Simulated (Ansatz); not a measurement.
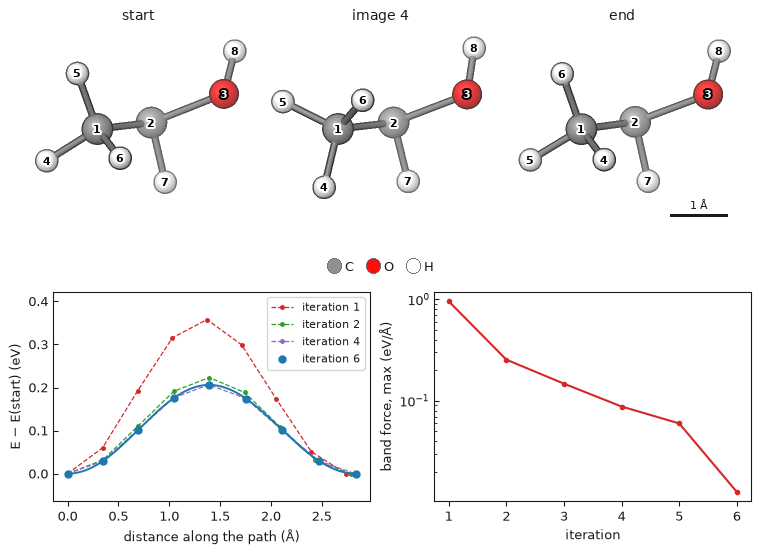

NEB run on C2H5O (charge −1). Images are numbered from 0 (start) to 8 (end). The plot follows the band through its iterations. A ball-and-stick model, seen from a free direction.

Computed with RKS PBE0-D4/def2-mTZVP in Ansatz 0.2.0.

The input:
```yaml
crystal:
  periodic: [false, false, false]
  atoms:
    - { symbol: C, position_ang: [-0.304356, 0.73976, -0.336386] }
    - { symbol: C, position_ang: [0.093292, -0.72131, -0.280422] }
    - { symbol: O, position_ang: [0.748782, -0.891318, 1.064141] }
    - { symbol: H, position_ang: [-0.974908, 0.905871, -1.19466] }
    - { symbol: H, position_ang: [0.561469, 1.406274, -0.481745] }
    - { symbol: H, position_ang: [-0.835533, 1.137257, 0.569293] }
    - { symbol: H, position_ang: [-0.868935, -1.275112, -0.169313] }
    - { symbol: H, position_ang: [1.5802, -1.301421, 0.829092] }
total_charge: -1
basis:
  gaussian: { orbitals: def2-mTZVP }
hamiltonian:
  xc: pbe0
  dispersion: d4
neb:
  order_check: false
  images: 7
  f_tol: 0.03
  max_iterations: 60
  initial_path: idpp
  spring: 50.0
  final_atoms:
    - { symbol: C, position_ang: [-0.27796114, 0.77307431, -0.27850481] }
    - { symbol: C, position_ang: [0.51074123, -0.52067309, -0.27565027] }
    - { symbol: O, position_ang: [0.18551577, -1.16782735, 1.04400503] }
    - { symbol: H, position_ang: [-1.35665717, 0.68912677, 0.02065025] }
    - { symbol: H, position_ang: [-0.26272249, 1.21053352, -1.28956879] }
    - { symbol: H, position_ang: [0.15286579, 1.5300873, 0.39689168] }
    - { symbol: H, position_ang: [-0.00823055, -1.17334699, -1.01686058] }
    - { symbol: H, position_ang: [1.05645957, -1.34097346, 1.39903749] }
```

Command:
```bash
ansatz run input.yaml --threads 1 --pin off --max-ram 2048MiB --backend cpu --events-out ev --progress --plain --runs-dir out
```

Q: How did the profile develop, and is the result final?

A: The run is converged, with reservations. The band converged in 6 iterations. The largest component of the band force went from 0.96 to 0.013 eV/Å. The climbing image converged on the top of the path. Its curvatures weren't checked. The spring constant is far from the usual few eV/Å², which spoils the spacing or the steps. The first iteration put the highest image at 0.358 eV. The barrier is about 0.206 eV in both directions, with image 4 at the top; the ends have the same energy.

Limits of the set-up: the basis has no diffuse functions, which an anion needs.

The run took 98 s on 1 thread of Arm Neoverse V1 (shared host), peak memory 0.14 GiB.
